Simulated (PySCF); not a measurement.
C4H5N, SMILES `c1cc[nH]c1`.

Level of theory: PBE0/6-31+G* (PySCF), at a geometry from GFN2-xTB. No frequency check shows the geometry to be a minimum.

The calculation's input:

```python
import numpy as np
from pyscf import gto, scf, dft
from pyscf.scf import atom_ks, atom_hf
from scipy.linalg import block_diag

def solve(mol, dm0=None, hcore=None):
    mf = (dft.UKS if mol.spin else dft.RKS)(mol, xc='pbe0')
    mf.grids.level = 3
    mf = mf.density_fit(auxbasis='def2-universal-jkfit')
    mf.conv_tol, mf.max_cycle = 1e-8, 80
    if hcore is not None:
        mf.get_hcore = lambda *args: hcore
    mf.kernel(dm0)
    if not mf.converged:
        mf = mf.newton().run(mf.mo_coeff, mf.mo_occ, max_cycle=30)
    assert mf.converged, 'SCF not converged'
    return mf

mol = gto.M(atom='''
C     -0.97474    -0.70671     0.00000
C     -0.97781     0.70254     0.00000
C      0.32748     1.10913     0.00000
N      1.11535     0.00230     0.00000
C      0.33230    -1.10762     0.00000
H     -1.83601    -1.34498     0.00000
H     -1.84185     1.33705     0.00000
H      0.74825     2.09540     0.00000
H      2.12135     0.00448     0.00000
H      0.75737    -2.09204     0.00000
''', basis='6-31+g*', charge=0, spin=0, verbose=4)
mf = solve(mol)
out = dict(e0=mf.e_tot, dm0=mf.make_rdm1(), c=mf.mo_coeff, occ=mf.mo_occ, eps=mf.mo_energy)
for name, dq, spin in [('cation', 1, 1), ('anion', -1, 1)]:
    ion = mol.copy().set(charge=mol.charge + dq, spin=spin).build()
    mi = solve(ion)
    if spin and dq > 0 and mol.nao < 130:
        c, _, stable, _ = mi.stability(return_status=True)
        if not stable:
            mi = solve(ion, mi.make_rdm1(c, mi.mo_occ))
    print(name, 'vertical energy change / eV', (mi.e_tot - mf.e_tot) * 27.211386)
    out.update({'e_' + name: mi.e_tot, 'dm_' + name: mi.make_rdm1(), 's2_' + name: mi.spin_square()[0], 'eps_' + name: mi.mo_energy, 'occ_' + name: mi.mo_occ})
# spherically averaged free atoms, for the promolecule
atm = atom_ks.get_atm_nrks(mol, xc='pbe0')
pro = block_diag(*[(atm[a[0]][2] * atm[a[0]][3]) @ atm[a[0]][2].T for a in mol._atom])
np.savez('result.npz', pro=pro, **out)
```

Command:

```sh
OMP_NUM_THREADS=1 python input.py
```

The run took 64 s on 1 thread of Intel(R) Xeon(R) 6975P-C (Granite Rapids), with other jobs on the host, peak memory 0.58 GiB.

Partitions, critical points and surface values were worked out afterwards from this run's density.

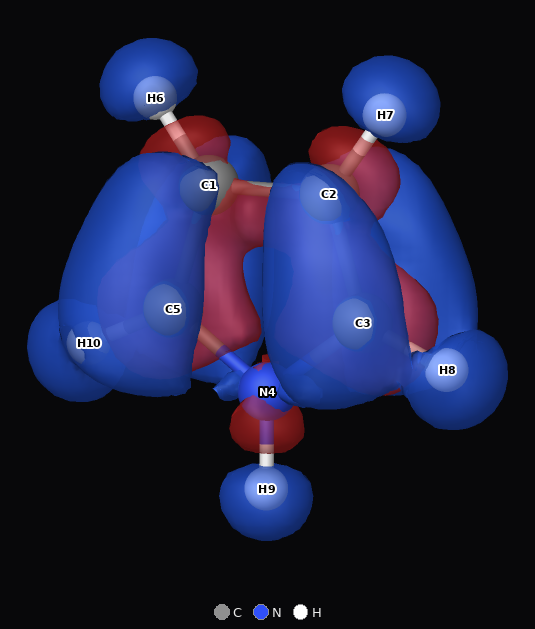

Fukui function f⁻ = ρ(N) − ρ(N−1) at fixed geometry, surfaces at ±0.02 e/Å³ (blue positive, red negative).

### Which atoms respond most to the removal of an electron?

f⁻ (Hirshfeld-condensed) is largest on C3 and C5 (0.20 each) and C1 and C2 (0.12 each); the vertical ionisation energy is 8.19 eV. Condensed values hint at sites of electrophilic attack but needn't mark the atom that reacts. Orbital relaxation makes it negative in places (0.18 e in all).
